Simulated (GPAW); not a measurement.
# Polarising a 7-layer slab of K(110) with a field along the normal

The dipole of the cell at several fields, atoms fixed. What does the strongest field give, and what length does the slope stand for?

How it was computed: GPAW 26.7.0, plane waves (400 eV), PAW setups, PBE, 8×8 mesh, a dipole layer in the vacuum; geometry relaxed without an applied field with GPAW. The cell's area is 19.34 Å², and e/ε0 = 180.95 V Å.

What came out, but for one run:

| field (V/Å) | dipole (e Å) |
| --- | --- |
| −0.2 | −0.5933 |
| −0.1 | −0.2964 |
| −0.05 | −0.1482 |
| 0.05 | 0.1482 |
| 0.1 | 0.2964 |
| 0.2 | 0.5933 |
| 0.3 | ? |

Q: What is the dipole at 0.3 V/Å?

**Working.** A line through the 6 points has the slope α = 2.966 e Å per V/Å and the intercept p₀ = 0.0000 e Å (r.m.s. residual 1.4e−04). At 0.3 V/Å it gives p = 0.0000 + 2.966 × 0.3 = 0.8898 e Å; the run gives 0.8910 e Å, so the response stays linear to 0.1 % of the induced part. Dividing by ε0 and the area: α/(ε0 A) = 2.966 × 180.95 / 19.34 = 27.75 Å, against 22.19 Å between the outer nuclei. A metal screens fully, so the excess of 5.56 Å puts the image planes about 2.78 Å outside the outer atoms on average.

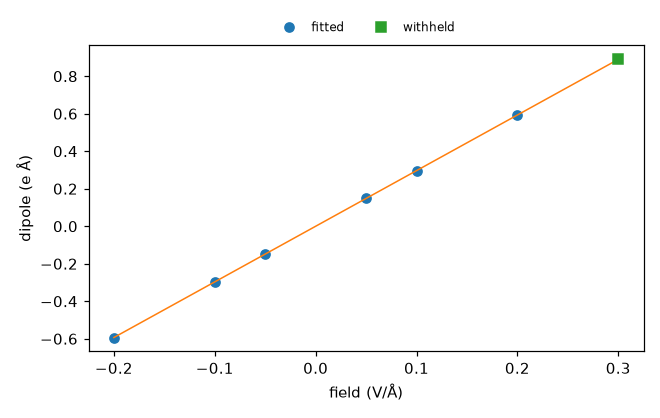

The line and the withheld run.

**Limits.** This is the electronic response alone; ions that move would add to it in polar layers. No run was spin-polarised, so magnetic states weren't tested.
